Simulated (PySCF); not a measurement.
# CISD/STO-6G run of SiSe (SMILES [Si][Se])

Aim: the vertical singlet–triplet gap of SiSe at CISD/STO-6G, from 2 runs. 

The results are computed with PySCF 2.14.0.

15 further runs of the same task are left out: 7 that didn't finish, 8 set aside as unsound or not needed.

**1. The structure to begin with**

SiSe has 2 atoms, charge 0, and is taken as a singlet. As SMILES, `[Si][Se]`. Geometry: a GFN2-xTB relaxation, a rough one for these elements and not checked as a minimum.

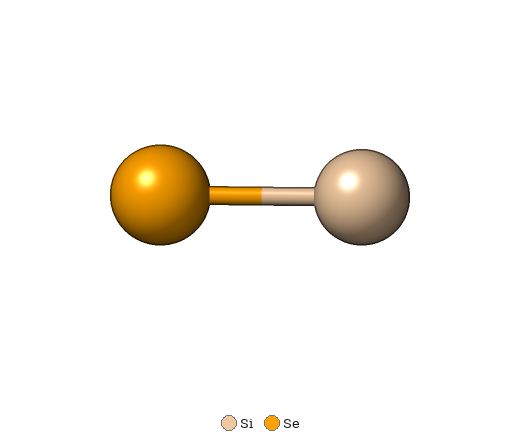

Viewed from a chosen angle; silicon light orange, selenium orange.

**2. A single-point energy at CISD/STO-6G**

The input, input.py:

```python
# SiSe
from pyscf import gto, ci

mol = gto.M(
    atom='Si 0.000000 0.000000 0.000000; Se 0.000000 0.000000 2.124530',
    basis='sto-6g',
    spin=0,
    max_memory=1860,
    verbose=3,
)

mf = mol.RHF()
mf.conv_tol = 1e-10
mf.kernel()
if not mf.converged:
    mf = mf.newton().run(mf.mo_coeff, mf.mo_occ)

cisd = ci.CISD(mf, frozen=14)
cisd.kernel()
e_tot = cisd.e_tot
print('Final energy', e_tot)
```

Command:

```bash
$ OMP_NUM_THREADS=1 python input.py
```

What it wrote:

```text
converged SCF energy = -2675.55410097398
E(RCISD) = -2675.635868230887  E_corr = -0.08176725690682418
Final energy -2675.6358682308874
```

It took 1.3 s on 1 thread of Arm Neoverse V1, shared host; peak memory 0.12 GiB.

**3. The triplet, same level**

The input, input.py:

```python
from pyscf import gto, scf, ci

molecule = gto.M(
    atom='''
Si     0.000000     0.000000     0.000000
Se     0.000000     0.000000     4.014780
''',
    verbose=3,
    charge=0,
    basis='sto-6g',
    unit='bohr',
    spin=2,
    max_memory=1860,
)

mf = scf.UHF(molecule)
mf.conv_tol = 1e-10
mf.kernel()
if not mf.converged:
    mf = mf.newton().run(mf.mo_coeff, mf.mo_occ)

cisd = ci.CISD(mf, frozen=14)
cisd.kernel()
etot = cisd.e_tot
print('E(%s) = %.9f' % ('CISD', etot))
```

Command:

```bash
$ OMP_NUM_THREADS=1 python input.py
```

What it wrote:

```text
WARN: HOMO -0.0391640303794433 >= LUMO -0.394334030908341

converged SCF energy = -2675.45789772779  <S^2> = 2.0326839  2S+1 = 3.0217107
E(UCISD) = -2675.513824240569  E_corr = -0.0559265127770448
E(CISD) = -2675.513824241
```

It took 1.4 s on 1 thread of Arm Neoverse V1, shared host; peak memory 0.1 GiB.

**4. What came out**

At CISD/STO-6G, 14 core orbitals frozen:

```
                                                           quantity           value
                                              singlet: total energy  -2675.63587 Eh
                      singlet: dipole moment (Hartree–Fock density)          3.94 D
                       singlet: HOMO energy (Hartree–Fock orbitals)        -6.16 eV
                       singlet: LUMO energy (Hartree–Fock orbitals)         5.22 eV
                     singlet: HOMO–LUMO gap (Hartree–Fock orbitals)        11.38 eV
              singlet: correlation energy (14 core orbitals frozen)       -81.8 mEh
                                              triplet: total energy  -2675.51382 Eh
                      triplet: dipole moment (Hartree–Fock density)          4.00 D
triplet: HOMO energy (Hartree–Fock orbitals) (highest over α and β)        -4.01 eV
 triplet: LUMO energy (Hartree–Fock orbitals) (lowest over α and β)         2.35 eV
              triplet: correlation energy (14 core orbitals frozen)       -55.9 mEh
                         triplet: ⟨S²⟩ of the reference determinant           2.033
                   vertical energy of the triplet above the singlet        3.321 eV
```

In words: At this shape the triplet lies 3.32 eV (320 kJ/mol) above the singlet. In a minimal basis such a difference can be off by several eV, whatever the method.
